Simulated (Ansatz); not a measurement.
System: bcc Cs. Method: PBE-D3(BJ) (Ansatz, a first-principles code, PAW).

Numerical settings: plane-wave cutoff 520 eV, 14×14×14 k mesh, Fermi–Dirac smearing 0.05 eV, scalar-relativistic PAW data made under PBE.

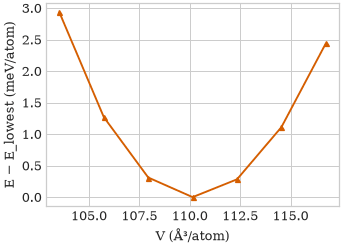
Figure: Total energy against volume

**Question.** From the curve, estimate the equilibrium volume and the bulk modulus.

**Answer.** V0 ≈ 110.2 Å³/atom and B0 ≈ 2.2 GPa; the fit gives V0 = 110.164 Å³/atom, B0 = 2.16 GPa, B′ = 3.2.

Measured, for comparison: bulk modulus 2.11 GPa (corrected for temperature and zero-point phonon effects, our sources range from 2.11 to 2.35; as tabulated in Levämäki et al. (2014), arXiv:1402.3671); equilibrium volume per atom 110.12 Å³/atom (low-temperature or extrapolated to 0 K; zero-point anharmonic expansion removed; as tabulated in Csonka et al. (2009), arXiv:0903.4037). Computed (rounded) less measured: bulk modulus +2 % (inside the range of the sources held), equilibrium volume per atom 0.0 %.

Spin–orbit coupling is not included.

Computed values are for the static lattice.

It cost around 100 core-seconds (rough) of CPU time.
